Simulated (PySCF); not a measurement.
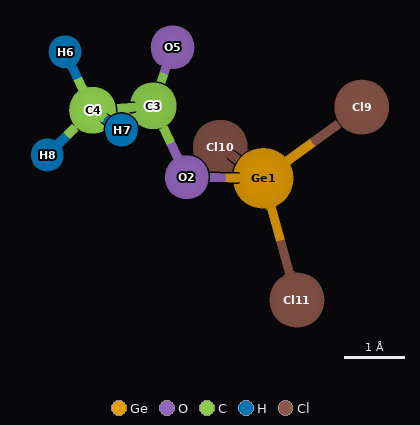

**Figure 1.** The input geometry (ball-and-stick view, seen at a tilt; atoms are numbered from 1 in the order of the input). Sticks mark near contacts. Bond lengths as drawn: Cl–Ge 2.12 Å, C–C 1.49 Å, C–H 1.09 to 1.10 Å, C–O 1.20 to 1.35 Å and Ge–O 1.80 Å.

**Excited-state calculation of C₂H₃Cl₃GeO₂**

- system: C₂H₃Cl₃GeO₂ (Ge(OAc)Cl3), SMILES CC(=O)[O][Ge]([Cl])([Cl])[Cl]
- method: TDDFT B3LYP/def2-SVPD, vertical, gas phase, core orbitals frozen in the response (PySCF 2.14.0)

The geometry comes from this level: PBE0-D3(BJ)/def2-SVP. It belongs to a series of runs on one base structure; here: one ligand: Cl to OAc1.

Input:
```
{"job": {"kind": "uv", "xc": "B3LYP", "basis": "def2-SVPD", "ip": false, "nstates": 15}, "charge": 0, "multiplicity": 1}
Ge    -0.320767    -0.569526    -1.869544
O     -0.354092    -0.580226    -0.072972
C      0.254147     0.460117     0.532195
C      0.219041     0.342642     2.021999
O      0.755558     1.349942    -0.102110
H      0.685124     1.222971     2.476317
H      0.752009    -0.570127     2.326022
H     -0.821485     0.237621     2.361271
Cl     1.658649    -0.675649    -2.615094
Cl    -1.377972     1.066318    -2.702500
Cl    -1.352162    -2.369583    -2.324705
```

The first line tells a small driver script what to run in PySCF; the rest is the geometry in Å.

Run as:
```bash
OMP_NUM_THREADS=1 python <driver script> task.json out
```

Output:
```
coarse grid: 54504 points
cycle   1  E = -3685.2400976520  dE =  5.881e-01  |g| = 1.160e+00  |ddm| = 5.472e+00
cycle   2  E = -3684.6439152792  dE =  5.962e-01  |g| = 2.099e+00  |ddm| = 5.965e+00
cycle   3  E = -3685.4711224434  dE = -8.272e-01  |g| = 3.520e-01  |ddm| = 4.257e+00
cycle   4  E = -3685.4928122884  dE = -2.169e-02  |g| = 1.100e-01  |ddm| = 4.514e-01
cycle   5  E = -3685.4946888983  dE = -1.877e-03  |g| = 4.355e-02  |ddm| = 1.673e-01
cycle   6  E = -3685.4950619432  dE = -3.730e-04  |g| = 7.980e-03  |ddm| = 5.966e-02
cycle   7  E = -3685.4950758527  dE = -1.391e-05  |g| = 2.772e-03  |ddm| = 1.681e-02
cycle   8  E = -3685.4950776248  dE = -1.772e-06  |g| = 5.543e-04  |ddm| = 4.559e-03
final grid: 109224 points
cycle   9  E = -3685.4949753854  dE = -1.844e-08  |g| = 7.481e-04  |ddm| = 6.492e-03
cycle  10  E = -3685.4949751714  dE =  2.140e-07  |g| = 1.280e-03  |ddm| = 2.602e-03
cycle  11  E = -3685.4949754936  dE = -3.222e-07  |g| = 2.908e-04  |ddm| = 1.783e-03
cycle  12  E = -3685.4949755105  dE = -1.684e-08  |g| = 3.002e-05  |ddm| = 3.383e-04
cycle  13  E = -3685.4949755106  dE = -1.382e-10  |g| = 6.816e-06  |ddm| = 5.505e-05
```

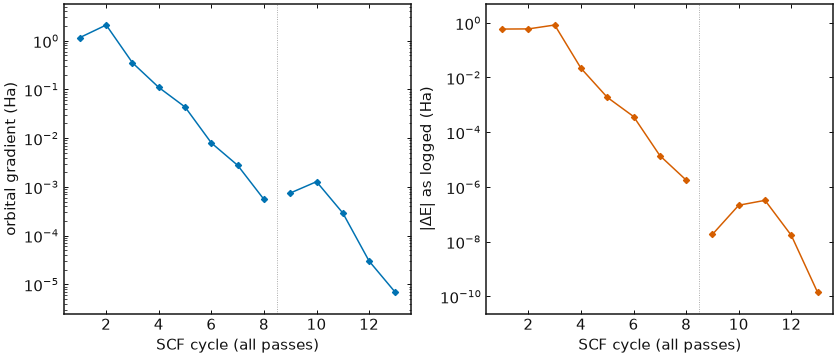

**Figure 2.** Convergence of the self-consistent field: orbital gradient and size of the energy change against the SCF cycle. The dotted line marks the change from a coarse to the final integration grid. The first 8 cycles use a coarse grid, the final grid takes over at cycle 9, and the field converges after 13 cycles in all.

```
converged SCF energy = -3685.4949755106

Static polarisability (au): isotropic 100.062, principal 93.793 98.648 107.744

Singlet excitations
state   eV       nm        f      main configurations
  1   5.1908    238.9   0.02166   H->L 0.99
  2   5.7399    216.0   0.00031   H-1->L 0.81, H->L+1 0.18
  3   5.7554    215.4   0.00048   H->L+1 0.78, H-1->L 0.18
  4   6.0016    206.6   0.01534   H-2->L 0.90
  5   6.0150    206.1   0.01085   H-3->L 0.90
  6   6.3048    196.7   0.00006   H-4->L 0.92
  7   6.4651    191.8   0.02407   H-6->L 0.81, H-5->L 0.15
  8   6.4985    190.8   0.05000   H-5->L 0.81, H-6->L 0.16
  9   6.5887    188.2   0.05538   H-7->L 0.89
 10   7.5330    164.6   0.00881   H-1->L+1 0.81
 11   7.5723    163.7   0.02407   H->L+2 0.76, H-1->L+1 0.12
 12   7.6739    161.6   0.01719   H->L+3 0.53, H->L+2 0.14
 13   7.6818    161.4   0.00057   H-2->L+1 0.73, H-5->L+1 0.14
 14   7.7480    160.0   0.00954   H-3->L+1 0.57, H-8->L 0.34
 15   7.8761    157.4   0.09275   H-8->L 0.51, H-3->L+1 0.27, H->L+3 0.12

Triplet excitations (Tamm-Dancoff, eV): 5.0381 5.2609 5.3629 5.5760
```

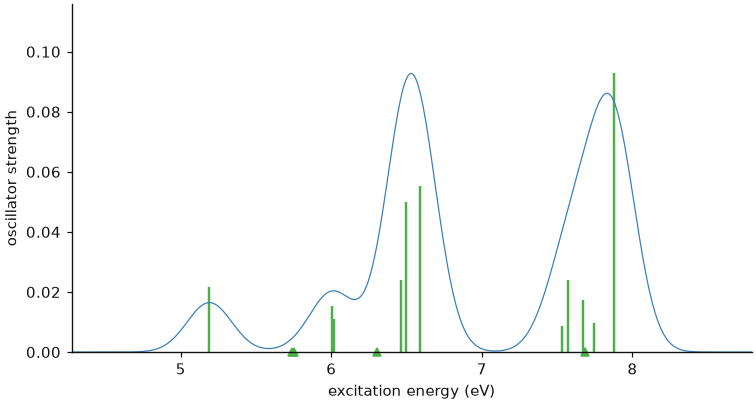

**Figure 3.** Computed excitations as sticks (degenerate states added up, dark ones marked on the axis), with a Gaussian envelope of 0.35 eV full width at half maximum, scaled to the tallest. Of the 15 states the lowest lies at 5.19 eV (f = 0.022); the strongest line is at 7.88 eV, or 157 nm (f = 0.093).

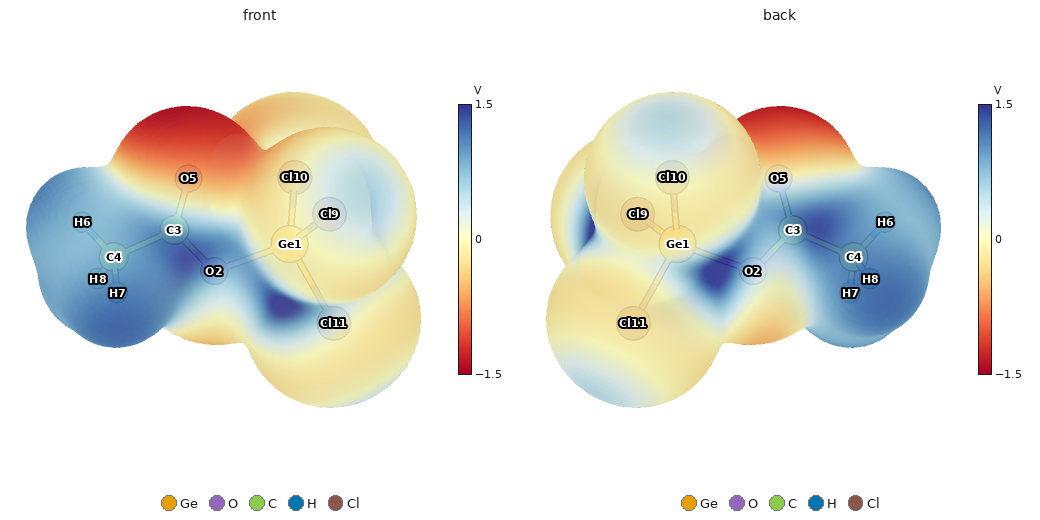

**Figure 4.** The molecular electrostatic potential painted on the density surface at 0.002 e/bohr³, seen at a tilt and from behind; the colour scale runs from red (negative) to blue (positive). Its dipole moment is 2.42 D.

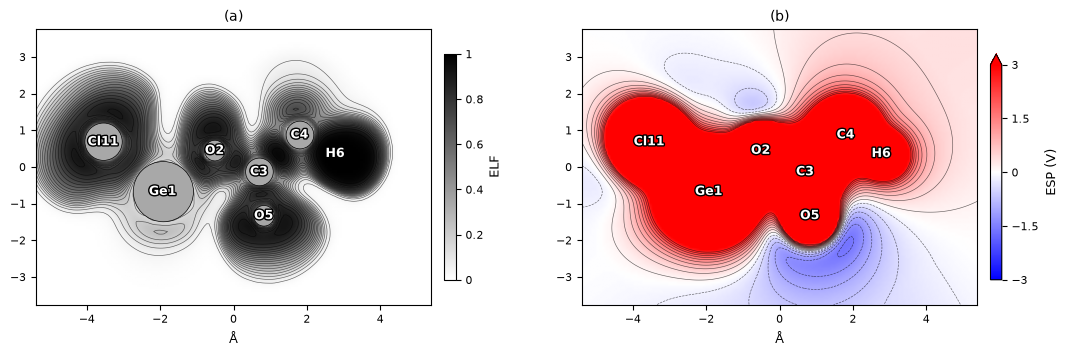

**Figure 5.** (a) electron localisation function; (b) molecular electrostatic potential on the plane of atoms O2, C3 and O5. Grey discs, where drawn, cover atomic cores. The section cuts through Ge, O, C, H and Cl sites. C–O (1.20 Å): the ELF peaks at about 0.85 between the atoms; a multiple bond by its length, whose ELF region spreads away from the axis. Ge–O (1.80 Å): the ELF peaks at about 0.90 in the valence shell of O, 0.5 Å from its nucleus, and is about 0.35 at the midpoint. Ge–Cl (2.12 Å): the ELF peaks at about 0.85 in the valence shell of Cl, 0.8 Å from its nucleus, and is about 0.70 at the midpoint.

Summary:

```json
{"quantity": "outcome", "value": "converged"}
{"quantity": "total energy", "value": "−3685.494976 hartree"}
{"quantity": "HOMO", "value": "−8.46 eV"}
{"quantity": "LUMO", "value": "−2.40 eV"}
{"quantity": "dipole moment", "value": "2.42 D"}
{"quantity": "mean polarisability", "value": "100.06 a.u."}
{"quantity": "lowest singlet excitation", "value": "5.19 eV"}
{"quantity": "hardware", "value": "1 CPU thread, shared host"}
{"quantity": "wall time", "value": "2.3 min"}
{"quantity": "peak memory", "value": "1 GiB"}
```

Notes:

Spin–orbit coupling is left out, which matters for the heavy atoms.
